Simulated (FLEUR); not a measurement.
# GdP: parallel and opposed starts, part 2 of 3

Aim: find out whether GdP carries moments, and which collinear order costs least.

FLEUR MaX-R8.1; PBEsol with U = 6 eV on Gd f; all-electron FLAPW, Dirac cores, scalar-relativistic bands.

So far, largest spin moment in the muffin-tin sphere (μB): step 2 (start 1: ferro +) 7.05.

## Step 3: Run 2 (antiferro q=(0,0,1/2) +-)

An opposed order shows whether neighbours prefer unlike signs.

The cell is doubled to 4 atoms to hold this order. The mesh is halved along the doubled vector, so that both cells sample the same points. The k list default-1 (kpts.xml, not shown) is a Γ-centred 8×8×4 mesh.

inp.xml

```
<?xml version="1.0" encoding="UTF-8" standalone="no"?>
<fleurInput fleurInputVersion="0.39">
   <comment>
      GdP
   </comment>
   <calculationSetup>
      <cutoffs Kmax="3.6" Gmax="10.8" GmaxXC="10.8" numbands="0"/>
      <scfLoop itmax="130" minDistance="0.0001" maxIterBroyd="15" imix="Anderson" alpha="0.05" precondParam="0.0" spinf="2.0" sdNocoIR="T"/>
      <coreElectrons ctail="T" frcor="F" kcrel="0" coretail_lmax="0"/>
      <xcFunctional name="PBEs" relativisticCorrections="F"/>
      <magnetism jspins="2"/>
      <soc l_soc="F" theta="0.0" phi="0.0" spav="F"/>
      <expertModes spex="0" secvar="F"/>
      <geometryOptimization l_f="F" forcealpha="1.0" forcemix="BFGS" epsdisp="0.00001" epsforce="0.00001"/>
      <ldaU l_linMix="F" mixParam="0.05" spinf="1.0"/>
   </calculationSetup>
   <cell>
      <bzIntegration valenceElectrons="46.0" mode="hist" fermiSmearingEnergy="0.00183747">
         <kPointListSelection listName="default-1"/>
         <xi:include xmlns:xi="http://www.w3.org/2001/XInclude" href="kpts.xml"> </xi:include>
      </bzIntegration>
      <xi:include xmlns:xi="http://www.w3.org/2001/XInclude" href="sym.xml"> </xi:include>
      <bulkLattice scale="1.0">
         <bravaisMatrix>
            <row-1>    0.0000000000000000     5.4233959069468174     5.4233959069468174</row-1>
            <row-2>    5.4233959069468174     0.0000000000000000     5.4233959069468174</row-2>
            <row-3>   10.8467918138936348    10.8467918138936348     0.0000000000000000</row-3>
         </bravaisMatrix>
      </bulkLattice>
   </cell>
   <atomSpecies>
      <species name="Gadolinium7.000" element="Gd" atomicNumber="64">
         <mtSphere radius="2.8" gridPoints="925" logIncrement="0.014"/>
         <atomicCutoffs lmax="10" lnonsphr="8"/>
         <electronConfig flipSpins="F">
            <coreConfig>(1s1/2) (2s1/2) (2p1/2) (2p3/2) (3s1/2) (3p1/2) (3p3/2) (4s1/2) (3d3/2) (3d5/2) (4p1/2) (4p3/2) (4d3/2) (4d5/2)</coreConfig>
            <valenceConfig>(5s1/2) (5p1/2) (5p3/2) (6s1/2) (4f5/2) (4f7/2) (5d3/2) (5d5/2)</valenceConfig>
            <stateOccupation state="(4f5/2)" spinUp="2.5" spinDown="0.5"/>
            <stateOccupation state="(4f7/2)" spinUp="4.0" spinDown="0.0"/>
            <stateOccupation state="(5d3/2)" spinUp="0.4" spinDown="0.0"/>
            <stateOccupation state="(5d5/2)" spinUp="0.6" spinDown="0.0"/>
         </electronConfig>
         <energyParameters s="6" p="6" d="5" f="4"/>
         <ldaU l="3" U="6.0" J="0.0" l_amf="F"/>
         <lo type="SCLO" l="0" n="5" eDeriv="0"/>
         <lo type="SCLO" l="1" n="5" eDeriv="0"/>
      </species>
      <species name="Gadolinium-7.000" element="Gd" atomicNumber="64">
         <mtSphere radius="2.8" gridPoints="925" logIncrement="0.014"/>
         <atomicCutoffs lmax="10" lnonsphr="8"/>
         <electronConfig flipSpins="F">
            <coreConfig>(1s1/2) (2s1/2) (2p1/2) (2p3/2) (3s1/2) (3p1/2) (3p3/2) (4s1/2) (3d3/2) (3d5/2) (4p1/2) (4p3/2) (4d3/2) (4d5/2)</coreConfig>
            <valenceConfig>(5s1/2) (5p1/2) (5p3/2) (6s1/2) (4f5/2) (4f7/2) (5d3/2) (5d5/2)</valenceConfig>
            <stateOccupation state="(4f5/2)" spinUp="0.5" spinDown="2.5"/>
            <stateOccupation state="(4f7/2)" spinUp="0.0" spinDown="4.0"/>
            <stateOccupation state="(5d3/2)" spinUp="0.0" spinDown="0.4"/>
            <stateOccupation state="(5d5/2)" spinUp="0.0" spinDown="0.6"/>
         </electronConfig>
         <energyParameters s="6" p="6" d="5" f="4"/>
         <ldaU l="3" U="6.0" J="0.0" l_amf="F"/>
         <lo type="SCLO" l="0" n="5" eDeriv="0"/>
         <lo type="SCLO" l="1" n="5" eDeriv="0"/>
      </species>
      <species name="Phosphorous (P)" element="P" atomicNumber="15">
         <mtSphere radius="2.09" gridPoints="691" logIncrement="0.017"/>
         <atomicCutoffs lmax="8" lnonsphr="6"/>
         <electronConfig flipSpins="F">
            <coreConfig>(1s1/2) (2s1/2) (2p1/2) (2p3/2)</coreConfig>
            <valenceConfig>(3s1/2) (3p1/2) (3p3/2)</valenceConfig>
            <stateOccupation state="(3p1/2)" spinUp="0.500000" spinDown="0.500000"/>
            <stateOccupation state="(3p3/2)" spinUp="1.000000" spinDown="1.000000"/>
         </electronConfig>
         <energyParameters s="3" p="3" d="3" f="4"/>
      </species>
   </atomSpecies>
   <atomGroups>
      <atomGroup species="Gadolinium7.000">
         <relPos label="                   1">.0000000000 .0000000000 .0000000000</relPos>
         <force calculate="T" relaxXYZ="TTT"/>
      </atomGroup>
      <atomGroup species="Gadolinium-7.000">
         <relPos label="                   2">.0000000000 .0000000000 1.000/2.000</relPos>
         <force calculate="T" relaxXYZ="TTT"/>
      </atomGroup>
      <atomGroup species="Phosphorous (P)">
         <relPos label="                   3">1.000/2.000 1.000/2.000 1.000/4.000</relPos>
         <relPos label="                   4">1.000/2.000 1.000/2.000 -1.000/4.000</relPos>
         <force calculate="T" relaxXYZ="TTT"/>
      </atomGroup>
   </atomGroups>
   <output dos="F" band="F" slice="F">
      <bandDOS minEnergy="-.5*Htr" maxEnergy="0.5*Htr" sigma="0.015" storeEVData="T"/>
      <plotting iplot="0" polar="F">
         <plot TwoD="T" vec1="  1.0  0.0  0.0" vec2="  0.0  1.0  0.0" vec3="  0.0  0.0  1.0" zero="  0.0  0.0  0.0" file="plot"/>
      </plotting>
      <moessbauerParams electricFieldGradient="F" isomerShift="F" coreHyperfine="F" valenceHyperfine="F"/>
   </output>
</fleurInput>
```

crystal.txt

```
GdP
&input film=F cartesian=F /
0.00000000000  2.86993751970  2.86993751970
2.86993751970  0.00000000000  2.86993751970
5.73987503940  5.73987503940  0.00000000000
1.8897261246
1.0 1.0 1.0

4
64 0.00000000000  0.00000000000  0.00000000000 : 7.000
64 0.00000000000  0.00000000000  0.50000000000 : -7.000
15 0.50000000000  0.50000000000  0.25000000000
15 0.50000000000  0.50000000000  0.75000000000

&kpt div1=8 div2=8 div3=4 gamma=T /
```

Launch:

```console
$ OMP_NUM_THREADS=1 inpgen -f crystal.txt > inpgen.log  # inp.xml is then edited as shown
$ OMP_NUM_THREADS=1 mpirun -n 4 fleur_MPI > fleur.log
```

The log of the run:

```text
[banner, memory and clock lines left out]
Welcome to FLEUR        (www.flapw.de)
      MaX-Release 8.1          (www.max-centre.eu)

 ========== k-point set info ==========
 Selected k-point list: default-1
 k-point list type: mesh
 0 x 0 x 0
 Number of k points: 80

 ------------Calculation Setup---------------------------
 Number of PE/node        :            4
 Number of OMP-threads    :            1
 k-points in parallel     :            4
 pe's per k-point         :            1
 No of k-point loops      :           20
 Eigenvalue solver        :       lapack
 Number of basis functions:          545
 Approximate size of matrices (H+S) per k-point:         0.004 GB
 Iteration:     1   Distance:      22.54444936 me/bohr^3
 Iteration:     2   Distance:      21.61156992 me/bohr^3
 Iteration:     3   Distance:       7.75164564 me/bohr^3
 Iteration:     4   Distance:       3.89061342 me/bohr^3
 Iteration:     5   Distance:       1.48512388 me/bohr^3
 Iteration:     6   Distance:       0.32314072 me/bohr^3
 Iteration:     7   Distance:       0.30762206 me/bohr^3
 Iteration:     8   Distance:       0.07910803 me/bohr^3
 Iteration:     9   Distance:       0.08310376 me/bohr^3
 Iteration:    10   Distance:       0.00962421 me/bohr^3
 Iteration:    11   Distance:       0.01049495 me/bohr^3
 Iteration:    12   Distance:       0.00127933 me/bohr^3
 Iteration:    13   Distance:       0.00025305 me/bohr^3
 Iteration:    14   Distance:       0.00027808 me/bohr^3
 Iteration:    15   Distance:       0.00008690 me/bohr^3

 ********************************************************************
 Run finished successfully
 Stop message:
   all done
 ********************************************************************

--- out.xml (last complete iteration) ---
<iteration numberForCurrentRun="   15" overallNumber="   15">
         [... left out ...]
         <bandgap value="0.0003696457" units="eV"/>
         <sumValenceSingleParticleEnergies value="-8.6894174781" units="Htr"/>
         <FermiEnergy value="0.2765088530" units="Htr"/>
         <valenceDensity>
            <mtCharges spin="1">
               <mtCharge atomType="1" total="11.5488139" s="1.0804420" p="3.0106225" d="0.4752772" f="6.9782833"/>
               <mtCharge atomType="2" total="4.4656204" s="1.0684527" p="2.9827199" d="0.3711718" f="0.0391348"/>
               <mtCharge atomType="3" total="1.5245970" s="0.5902648" p="0.9225392" d="0.0106520" f="0.0009276"/>
            </mtCharges>
            <mtCharges spin="2">
               <mtCharge atomType="1" total="4.4656204" s="1.0684527" p="2.9827199" d="0.3711718" f="0.0391348"/>
               <mtCharge atomType="2" total="11.5488139" s="1.0804420" p="3.0106225" d="0.4752771" f="6.9782833"/>
               <mtCharge atomType="3" total="1.5245970" s="0.5902648" p="0.9225392" d="0.0106520" f="0.0009276"/>
            </mtCharges>
            <spinDependentCharge spin="1" total="23.0000000" interstitial="3.9363718" mtSpheres="19.0636282"/>
            <spinDependentCharge spin="2" total="23.0000000" interstitial="3.9363718" mtSpheres="19.0636282"/>
            <totalCharge value="46.0000000000"/>
         </valenceDensity>
         [... left out ...]
         <magneticMomentsInMTSpheres units="muBohr">
            <globalMagMoment atomType="1" vec="0.00000   0.00000   7.08319"/>
            <localMagMoment atomType="1" vec="0.00000   0.00000   7.08319"/>
            <globalMagMoment atomType="2" vec="0.00000   0.00000  -7.08319"/>
            <localMagMoment atomType="2" vec="0.00000   0.00000  -7.08319"/>
            <globalMagMoment atomType="3" vec="0.00000   0.00000   0.00000"/>
            <localMagMoment atomType="3" vec="0.00000   0.00000   0.00000"/>
         </magneticMomentsInMTSpheres>
         [... left out ...]
         <totalEnergy value="   -23236.7145761152" units="Htr">
            <sumOfEigenvalues value="   -14259.7573432822">
               <coreElectrons value="-14251.0679258041"/>
               <valenceElectrons value="-8.6894174781"/>
            </sumOfEigenvalues>
            <densityCoulombPotentialIntegral value="-38829.5775487575"/>
            <densityEffectivePotentialIntegral value="-39537.6827520525"/>
            <chargeDenXCDenIntegral value="-538.3584603149"/>
            <FockExchangeEnergyValence value="0.0000000000"/>
            <FockExchangeEnergyCore value="0.0000000000"/>
         [... left out ...]
            <dftUCorrection value="-1.5339781826"/>
            <tkbTimesEntropy value="0.0001425203"/>
            <freeEnergy value="-23236.7147186356"/>
            <extrapolationTo0K value="-23236.7146473754"/>
         </totalEnergy>
         [... left out ...]
         <ldaUDensityMatrixConvergence>
            <distance spin="1" distance="0.000001"/>
            <distance spin="2" distance="0.000001"/>
         </ldaUDensityMatrixConvergence>
         <densityConvergence units="me/bohr^3">
            <chargeDensity spin="1" distance="0.0000476659"/>
            <chargeDensity spin="2" distance="0.0000477691"/>
            <overallChargeDensity distance="0.0000868975"/>
            <spinDensity distance="0.0000394546"/>
         </densityConvergence>
      </iteration>
```

Wall time 53 s (4 MPI ranks of Intel Xeon 6975P-C (Granite Rapids), shared host); peak memory 0.48 GiB; 3.5 min of CPU time.

Spin moment in the muffin-tin sphere by atom:

```
atom  spin moment in the muffin-tin sphere (μB)
 Gd1                                       7.08
 Gd2                                      -7.08
  P3                                       0.00
  P4                                       0.00
```

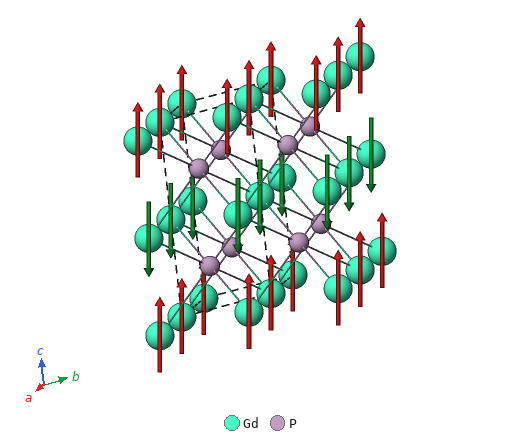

Spin moment in the muffin-tin sphere as arrows, the longest 7.08 μB. Up and down stand for the sign. Arrows give size and sign along the axis of quantisation, drawn up and down the page. The two directions have two colours. Bonds to atoms that aren't drawn are left out. 2×2×1 cells are drawn. Some periodic images of atoms are drawn too.

This step gave:

- free energy: -632303.2193 eV
- program's band gap on this mesh (in a metal only a level spacing): 3.70e-4 eV
- magnetization: 0 μB
- final state: antiferromagnetic

It lies 8.42 meV a seeded atom under the first start, and its largest moment is 7.08 μB against 7.05 μB.

## Step 4: Start 3: antiferro q=(0,1/2,1/2) +-

Another pattern of signs weighs the neighbour shells otherwise.

This order needs a doubled cell of 4 atoms. The mesh is halved along the doubled vector, so that both cells sample the same points. The k list default-1 (kpts.xml, not shown) is a Γ-centred 8×4×8 mesh.

inp.xml, as its differences from that of step 3:

```diff
@@ -25,4 +25,4 @@
             <row-1>    0.0000000000000000     5.4233959069468174     5.4233959069468174</row-1>
-            <row-2>    5.4233959069468174     0.0000000000000000     5.4233959069468174</row-2>
-            <row-3>   10.8467918138936348    10.8467918138936348     0.0000000000000000</row-3>
+            <row-2>   10.8467918138936348     0.0000000000000000    10.8467918138936348</row-2>
+            <row-3>   10.8467918138936348     5.4233959069468174     5.4233959069468174</row-3>
          </bravaisMatrix>
@@ -81,3 +81,3 @@
       <atomGroup species="Gadolinium-7.000">
-         <relPos label="                   2">.0000000000 .0000000000 1.000/2.000</relPos>
+         <relPos label="                   2">.0000000000 1.000/2.000 .0000000000</relPos>
          <force calculate="T" relaxXYZ="TTT"/>
@@ -85,4 +85,7 @@
       <atomGroup species="Phosphorous (P)">
-         <relPos label="                   3">1.000/2.000 1.000/2.000 1.000/4.000</relPos>
-         <relPos label="                   4">1.000/2.000 1.000/2.000 -1.000/4.000</relPos>
+         <relPos label="                   3">1.000/2.000 .0000000000 1.000/2.000</relPos>
+         <force calculate="T" relaxXYZ="TTT"/>
+      </atomGroup>
+      <atomGroup species="Phosphorous (P)">
+         <relPos label="                   4">1.000/2.000 1.000/2.000 1.000/2.000</relPos>
          <force calculate="T" relaxXYZ="TTT"/>
```

crystal.txt

```
GdP
&input film=F cartesian=F /
0.00000000000  2.86993751970  2.86993751970
5.73987503940  0.00000000000  5.73987503940
5.73987503940  2.86993751970  2.86993751970
1.8897261246
1.0 1.0 1.0

4
64 0.00000000000  0.00000000000  0.00000000000 : 7.000
64 0.00000000000  0.50000000000  0.00000000000 : -7.000
15 0.50000000000  0.00000000000  0.50000000000
15 0.50000000000  0.50000000000  0.50000000000

&kpt div1=8 div2=4 div3=8 gamma=T /
```

The log of the run:

```text
[banner, memory and clock lines left out]
Welcome to FLEUR        (www.flapw.de)
      MaX-Release 8.1          (www.max-centre.eu)

 ========== k-point set info ==========
 Selected k-point list: default-1
 k-point list type: mesh
 0 x 0 x 0
 Number of k points: 80

 [... set-up left out ...]
 Iteration:     1   Distance:      22.50093058 me/bohr^3
 Iteration:     2   Distance:      21.57041507 me/bohr^3
 Iteration:     3   Distance:       7.75651370 me/bohr^3
 Iteration:     4   Distance:       3.97748285 me/bohr^3
 Iteration:     5   Distance:       1.50125343 me/bohr^3
[...]
[... left out ...]
            <freeEnergy value="-23236.7143726387"/>
            <extrapolationTo0K value="-23236.7143008620"/>
         </totalEnergy>
         [... left out ...]
         <ldaUDensityMatrixConvergence>
            <distance spin="1" distance="0.000001"/>
            <distance spin="2" distance="0.000001"/>
         </ldaUDensityMatrixConvergence>
         <densityConvergence units="me/bohr^3">
            <chargeDensity spin="1" distance="0.0000550316"/>
            <chargeDensity spin="2" distance="0.0000550296"/>
            <overallChargeDensity distance="0.0000956720"/>
            <spinDensity distance="0.0000544088"/>
         </densityConvergence>
      </iteration>
```

It took 64 s on 4 MPI ranks; peak memory 0.5 GiB.

Spin moment in the muffin-tin sphere by atom:

| atom | spin moment in the muffin-tin sphere (μB) |
| --- | --- |
| Gd1 | 7.07 |
| Gd2 | -7.07 |
| P3 | 0.03 |
| P4 | -0.03 |

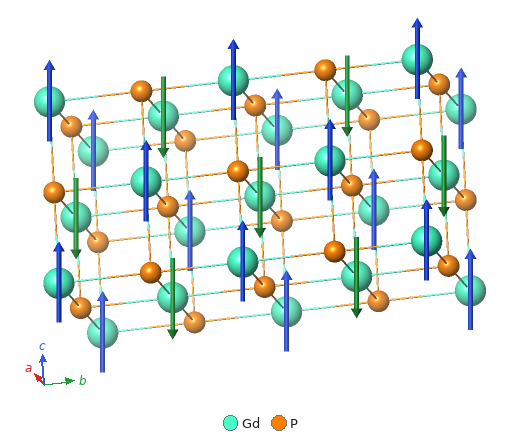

Spin moment in the muffin-tin sphere as arrows, the longest 7.07 μB. Up and down stand for the sign. Arrows give size and sign along the axis of quantisation, drawn up and down the page. The two directions have two colours. 1×2×1 conventional cells are drawn. Some periodic images of atoms are drawn too.

Read from the output:

```yaml
free_energy: -632303.2099 eV
program_s_band_gap_on_this_mesh_in_a_metal_only_a_level_spacing: 2.80e-6 eV
magnetization: 0 μB
final_state: antiferromagnetic
```

It lies 3.71 meV a seeded atom under the first start, and its largest moment is 7.07 μB against 7.05 μB.

## Step 5: The states side by side

Free energies are divided by the number of seeded atoms, so that cells of unlike size compare. Wavevectors q in the names are fractions of the primitive cell's reciprocal vectors.

Orders:

| start | final state | typed order kept | energy over the lowest (meV a seeded atom) | largest sphere moment (μB) | net moment (μB a primitive cell) | mesh matched | CPU time (s) |
| --- | --- | --- | --- | --- | --- | --- | --- |
| ferro + | ferromagnetic, with opposed induced moments | yes | 8.415 | 7.047 | 7.003 | yes | 35.28 |
| antiferro q=(0,0,1/2) +- | antiferromagnetic | yes | 0 | 7.083 | 0 | yes | 209.4 |
| antiferro q=(0,1/2,1/2) +- | antiferromagnetic | yes | 4.708 | 7.065 | 0 | yes | 254.3 |

(Continued in part 3 of 3.)

[Logs and program files are shortened in this print: banners, set-up blocks, solver, clock and traceback lines can be left out without a mark of their own.]

[Logs are printed without paths, hosts, clocks, repeated set-up lines and the standing remarks that a program may print on its own settings, such as how far it seeks lower states.]

[Hosts, paths, dates, database ids (printed as entryN), source tags and the programs' standing remarks are cut or masked in the printed files.]

[Where a cell is said to come from a database of computed structures, the database is the Materials Project.]
